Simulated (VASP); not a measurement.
## Geometry relaxation, with input and output: Al$_{8}$CN$_{7}$ (part 3 of 4)

Continued. System: Al$_{8}$CN$_{7}$ (defect cell, 16 atoms in the cell). Method: Kohn-Sham DFT of a periodic cell, PBE, VASP PAW PBE potentials, recommended, no spin polarisation (VASP 6.6.1); cutoff 450 eV, 2×2×2 k-mesh, Gaussian smearing of 0.01 eV. The structure derives from an entry of the Crystallography Open Database.

Geometry of the input (Å; fractional positions):
```
0.0000  0.0000  5.0159
6.2557  0.0000  0.0000
-3.1279  5.4176  0.0000
Al 0.9964  0.1758  0.3491
Al 0.9993  0.1667  0.8333
Al 0.9993  0.6667  0.3333
Al 0.9993  0.6667  0.8333
Al 0.5060  0.3452  0.1827
Al 0.4961  0.3473  0.6690
Al 0.4978  0.8333  0.1703
Al 0.4993  0.8333  0.6667
C  0.3782  0.1625  0.3292
N  0.3807  0.1667  0.8333
N  0.3807  0.6667  0.3333
N  0.3807  0.6667  0.8333
N  0.8807  0.3333  0.1667
N  0.8807  0.3333  0.6667
N  0.8807  0.8333  0.1667
N  0.8807  0.8333  0.6667
```

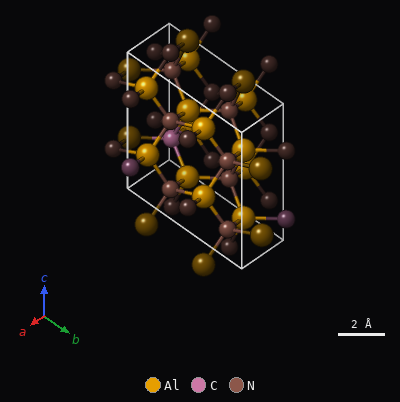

*The starting structure (ball-and-stick view of the cell of the calculation, seen slightly off an axis; neighbours outside the cell are drawn fainter).*

Parts of OUTCAR, continued
```
 -----------------------------------------------------------------------------------
      0.00186      1.81929      4.98982         0.003000     -0.024305      0.002082
     -1.54813      4.53350      0.01102         0.003996     -0.009654     -0.000592
      3.13013      1.80293      0.01192         0.027384      0.014525     -0.010909
      1.56006      4.53062      0.00851         0.003339      0.006638      0.034154
      1.55613      0.92272      2.49743         0.006193     -0.011734     -0.012207
      0.00806      3.61167      2.49746        -0.010625     -0.007953     -0.018801
      4.70939      0.92014      2.49589        -0.008288     -0.001123      0.006724
      3.13791      3.62228      2.49538        -0.027264     -0.004557      0.012709
      0.00386      1.81889      1.90166         0.014543      0.005313     -0.017139
     -1.55523      4.52762      1.91230        -0.010291      0.006982      0.030759
      3.13310      1.81489      1.91544        -0.000628      0.008901     -0.021709
      1.57268      4.52486      1.91244        -0.009783      0.008222      0.012751
      1.59411      0.89822      4.41259        -0.000107      0.011433      0.001333
      0.00510      3.65755      4.41320         0.003545     -0.011702     -0.018686
      4.66598      0.89639      4.41221         0.017617      0.008910     -0.001176
      3.13497      3.62151      4.42325        -0.012632      0.000106      0.000707
 -----------------------------------------------------------------------------------
    total drift:                                0.012305     -0.008217      0.025862

  FREE ENERGIE OF THE ION-ELECTRON SYSTEM (eV)
  ---------------------------------------------------
  free  energy   TOTEN  =      -108.3919475138 eV

  energy  without entropy=     -108.3919475138  energy(sigma->0) =     -108.39194751

--------------------------------------- Ionic step        9  -------------------------------------------

 number of electron      63.9999983 magnetization

------------------------ aborting loop because EDIFF is reached ----------------------------------------

  FORCE on cell =-STRESS in cart. coord.  units (eV):
  Direction    XX          YY          ZZ          XY          YZ          ZX
  --------------------------------------------------------------------------------------
  -------------------------------------------------------------------------------------
  Total       14.5986742     14.5450550     13.6127421      0.0011968     -0.0172860      0.0040463
  in kB      137.5896872    137.0843362    128.2974675      0.0112793     -0.1629172      0.0381356
  external PRESSURE =     134.3238303 kB  Pullay stress =       0.0000000 kB

 VOLUME and BASIS-vectors are now :
 -----------------------------------------------------------------------------
  energy-cutoff  :      450.00
  volume of cell :      170.00
      direct lattice vectors                 reciprocal lattice vectors
     0.000000000  0.000000000  5.015926000     0.000000000  0.000000000  0.199364983
     6.255732000  0.000000000  0.000000000     0.159853395  0.092291381  0.000000000
    -3.127866000  5.417624000  0.000000000     0.000000000  0.184582762  0.000000000

 POSITION                                       TOTAL-FORCE (eV/Angst)
 -----------------------------------------------------------------------------------
      0.00204      1.81879      4.98964        -0.000017     -0.020252     -0.000718
     -1.54776      4.53361      0.01104         0.000945     -0.011517     -0.001976
      3.13011      1.80333      0.01183         0.032036      0.011546     -0.007999
      1.55999      4.53046      0.00880         0.004559      0.012825      0.034800
      1.55605      0.92277      2.49719         0.008857     -0.013363     -0.014820
      0.00760      3.61185      2.49793        -0.004386     -0.013203     -0.027976
      4.71001      0.92045      2.49570        -0.023527     -0.008679      0.012309
      3.13752      3.62219      2.49577        -0.029282     -0.005330      0.009505
      0.00380      1.81882      1.90096         0.024032      0.015198     -0.006615
     -1.55580      4.52708      1.91229        -0.002755      0.017796      0.033547
      3.13322      1.81481      1.91541        -0.002781      0.009682     -0.021221
      1.57253      4.52503      1.91268        -0.012865      0.004733      0.013008
      1.59456      0.89859      4.41211        -0.005484      0.000899      0.006022
      0.00552      3.65713      4.41325        -0.005073     -0.007512     -0.017313
      4.66572      0.89636      4.41237         0.022993      0.007698     -0.007791
      3.13487      3.62182      4.42354        -0.007251     -0.000522     -0.002762
 -----------------------------------------------------------------------------------
    total drift:                                0.007236     -0.004699      0.027341

  FREE ENERGIE OF THE ION-ELECTRON SYSTEM (eV)
  ---------------------------------------------------
  free  energy   TOTEN  =      -108.3919719878 eV

  energy  without entropy=     -108.3919719878  energy(sigma->0) =     -108.39197199

--------------------------------------- Ionic step       10  -------------------------------------------

 number of electron      63.9999983 magnetization

 Free energy of the ion-electron system (eV)
  ---------------------------------------------------
  ext. energy  EPLUGINS =         0.00000000
  ---------------------------------------------------
  free energy    TOTEN  =      -108.39225531 eV

  energy without entropy =     -108.39225531  energy(sigma->0) =     -108.39225531

 the core state eigenenergies are
   1-  1s  -1497.0192  2s    -94.4601  2p    -55.9067
   2-  1s  -1497.5255  2s    -94.9581  2p    -56.4051
   3-  1s  -1497.5233  2s    -94.9565  2p    -56.4034
   4-  1s  -1497.5214  2s    -94.9551  2p    -56.4020
   5-  1s  -1496.5959  2s    -94.1554  2p    -55.5964
   6-  1s  -1496.5977  2s    -94.1569  2p    -55.5979
   7-  1s  -1496.6010  2s    -94.1592  2p    -55.6003
   8-  1s  -1497.6417  2s    -95.0409  2p    -56.4894
   9-  1s   -254.5230
  10-  1s   -367.7140
  11-  1s   -367.7135
  12-  1s   -367.7136
  13-  1s   -367.7295
  14-  1s   -367.7288
  15-  1s   -367.7310
  16-  1s   -368.1307

 E-fermi :   7.1051     XC(G=0): -10.9279     alpha+bet :-15.7335

 val. band max:        7.0135231132   @ k =   0.0000   0.0000   0.0000
 cond. band min:      10.3056453938   @ k =   0.0000   0.0000   0.0000
 fundamental gap:      3.2921222805
 Fermi energy:         7.1050693128

 k-point     1 :       0.0000    0.0000    0.0000
  band No.  band energies     occupation
      1      -9.1021      2.00000
      2      -7.2796      2.00000
      3      -7.2786      2.00000
      4      -7.1716      2.00000
      5      -7.0498      2.00000
      6      -6.5836      2.00000
      7      -6.5826      2.00000
      8      -2.4464      2.00000
      9       0.0131      2.00000
     10       0.5768      2.00000
     11       0.5780      2.00000
     12       0.5975      2.00000
     13       1.8779      2.00000
     14       1.9986      2.00000
     15       2.0024      2.00000
     16       2.5635      2.00000
     17       2.5655      2.00000
     18       2.8848      2.00000
     19       3.8316      2.00000
     20       3.9890      2.00000
     21       3.9894      2.00000
     22       4.1678      2.00000
     23       4.1708      2.00000
     24       4.8594      2.00000
     25       5.1175      2.00000
     26       5.1213      2.00000
     27       5.2192      2.00000
     28       5.4062      2.00000
     29       5.4065      2.00000
     30       6.5343      2.00000
     31       7.0111      2.00000
     32       7.0135      2.00000
     33      10.3056      0.00000
     34      11.5959      0.00000
     35      11.5984      0.00000
     36      11.6132      0.00000
     37      11.6698      0.00000
     38      11.6701      0.00000
     39      11.9869      0.00000
     40      12.6589      0.00000
     41      14.0133      0.00000
     42      14.0173      0.00000
     43      14.8807      0.00000
     44      16.0675      0.00000

 k-point     2 :       0.5000    0.0000    0.0000
  band No.  band energies     occupation
      1      -8.4021      2.00000
      2      -8.0933      2.00000
      3      -7.0689      2.00000
      4      -6.9128      2.00000
      5      -6.9125      2.00000
      6      -6.9051      2.00000
      7      -6.9048      2.00000
      8      -2.4987      2.00000
      9       0.2205      2.00000
     10       0.2219      2.00000
     11       0.2421      2.00000
     12       0.4933      2.00000
     13       0.7349      2.00000
     14       0.7370      2.00000
     15       2.7546      2.00000
     16       2.7782      2.00000
     17       4.3603      2.00000
     18       4.3607      2.00000
     19       4.3675      2.00000
     20       4.4787      2.00000
     21       4.4798      2.00000
     22       4.5341      2.00000
     23       4.5495      2.00000
     24       4.5789      2.00000
     25       4.5796      2.00000
     26       4.8917      2.00000
     27       4.8930      2.00000
     28       5.3124      2.00000
     29       5.3145      2.00000
     30       6.2367      2.00000
     31       6.8831      2.00000
     32       6.8849      2.00000
     33      11.0579      0.00000
     34      11.0611      0.00000
     35      11.0732      0.00000
     36      11.2514      0.00000
     37      11.2539      0.00000
     38      11.4705      0.00000
     39      12.3569      0.00000
     40      13.3027      0.00000
     41      14.8296      0.00000
     42      15.0576      0.00000
     43      15.0597      0.00000
     44      15.0921      0.00000

 k-point     3 :       0.0000    0.5000    0.0000
  band No.  band energies     occupation
      1      -8.5417      2.00000
      2      -8.2360      2.00000
      3      -7.3670      2.00000
      4      -7.1640      2.00000
      5      -6.8016      2.00000
      6      -6.6778      2.00000
      7      -6.5097      2.00000
      8      -2.5198      2.00000
      9       0.7635      2.00000
     10       1.0706      2.00000
     11       1.3692      2.00000
     12       1.4315      2.00000
     13       1.8589      2.00000
     14       2.1554      2.00000
     15       2.3921      2.00000
     16       2.5107      2.00000
     17       2.5199      2.00000
     18       2.7037      2.00000
     19       3.1174      2.00000
     20       3.2600      2.00000
     21       3.6305      2.00000
     22       3.7846      2.00000
     23       4.1447      2.00000
     24       4.2577      2.00000
     25       4.4909      2.00000
     26       4.7455      2.00000
     27       4.7478      2.00000
     28       5.3934      2.00000
     29       5.4224      2.00000
     30       5.4712      2.00000
     31       6.5986      2.00000
     32       6.7883      2.00000
     33      11.5617      0.00000
     34      11.6199      0.00000
     35      12.1154      0.00000
     36      12.2878      0.00000
     37      13.3422      0.00000
     38      13.5748      0.00000
     39      13.7610      0.00000
     40      13.8393      0.00000
     41      13.9801      0.00000
     42      14.1602      0.00000
     43      14.8848      0.00000
     44      15.0081      0.00000

 k-point     4 :       0.0000    0.0000    0.5000
  band No.  band energies     occupation
      1      -8.5412      2.00000
      2      -8.2367      2.00000
      3      -7.3673      2.00000
      4      -7.1639      2.00000
      5      -6.8016      2.00000
      6      -6.6779      2.00000
      7      -6.5092      2.00000
      8      -2.5197      2.00000
      9       0.7639      2.00000
     10       1.0704      2.00000
     11       1.3686      2.00000
     12       1.4300      2.00000
     13       1.8582      2.00000
     14       2.1544      2.00000
     15       2.3912      2.00000
     16       2.5124      2.00000
     17       2.5207      2.00000
     18       2.7038      2.00000
     19       3.1188      2.00000
     20       3.2596      2.00000
     21       3.6300      2.00000
     22       3.7860      2.00000
     23       4.1448      2.00000
     24       4.2587      2.00000
     25       4.4919      2.00000
     26       4.7448      2.00000
     27       4.7497      2.00000
     28       5.3923      2.00000
     29       5.4226      2.00000
     30       5.4698      2.00000
     31       6.5983      2.00000
     32       6.7881      2.00000
     33      11.5603      0.00000
     34      11.6158      0.00000
     35      12.1138      0.00000
     36      12.2870      0.00000
     37      13.3408      0.00000
     38      13.5747      0.00000
     39      13.7669      0.00000
     40      13.8423      0.00000
     41      13.9835      0.00000
     42      14.1634      0.00000
     43      14.8798      0.00000
     44      15.0105      0.00000

 k-point     5 :       0.0000    0.5000    0.5000
  band No.  band energies     occupation
      1      -8.5413      2.00000
      2      -8.2363      2.00000
      3      -7.3677      2.00000
      4      -7.1646      2.00000
      5      -6.8022      2.00000
      6      -6.6763      2.00000
      7      -6.5091      2.00000
      8      -2.5199      2.00000
      9       0.7639      2.00000
     10       1.0707      2.00000
     11       1.3681      2.00000
     12       1.4299      2.00000
     13       1.8569      2.00000
     14       2.1563      2.00000
     15       2.3913      2.00000
     16       2.5127      2.00000
     17       2.5209      2.00000
     18       2.7025      2.00000
     19       3.1213      2.00000
     20       3.2572      2.00000
     21       3.6291      2.00000
     22       3.7852      2.00000
     23       4.1432      2.00000
     24       4.2596      2.00000
     25       4.4935      2.00000
     26       4.7449      2.00000
     27       4.7505      2.00000
     28       5.3939      2.00000
     29       5.4231      2.00000
     30       5.4707      2.00000
     31       6.5968      2.00000
     32       6.7876      2.00000
     33      11.5583      0.00000
     34      11.6152      0.00000
     35      12.1129      0.00000
     36      12.2870      0.00000
     37      13.3405      0.00000
     38      13.5736      0.00000
     39      13.7646      0.00000
     40      13.8423      0.00000
     41      13.9839      0.00000
     42      14.1716      0.00000
     43      14.8835      0.00000
     44      15.0130      0.00000

 k-point     6 :       0.5000    0.5000    0.0000
  band No.  band energies     occupation
      1      -7.8550      2.00000
      2      -7.7179      2.00000
      3      -7.7092      2.00000
      4      -7.3828      2.00000
      5      -7.0244      2.00000
      6      -6.9366      2.00000
      7      -6.9305      2.00000
      8      -2.8345      2.00000
      9       0.8481      2.00000
     10       1.0046      2.00000
     11       1.0780      2.00000
     12       1.4494      2.00000
     13       1.8458      2.00000
     14       2.0161      2.00000
     15       2.0638      2.00000
     16       2.5440      2.00000
     17       2.9201      2.00000
     18       2.9556      2.00000
     19       3.0765      2.00000
     20       3.4922      2.00000
     21       4.2069      2.00000
     22       4.3210      2.00000
     23       4.4321      2.00000
     24       4.6774      2.00000
     25       4.7131      2.00000
     26       4.8312      2.00000
     27       4.8678      2.00000
     28       4.8770      2.00000
     29       5.0201      2.00000
     30       5.8063      2.00000
     31       6.4173      2.00000
     32       6.6523      2.00000
     33      12.2106      0.00000
     34      12.2580      0.00000
     35      12.4375      0.00000
     36      12.4628      0.00000
     37      12.5588      0.00000
     38      12.5986      0.00000
     39      12.7511      0.00000
     40      13.1342      0.00000
     41      14.7229      0.00000
     42      14.7334      0.00000
     43      14.9161      0.00000
     44      15.0140      0.00000
```
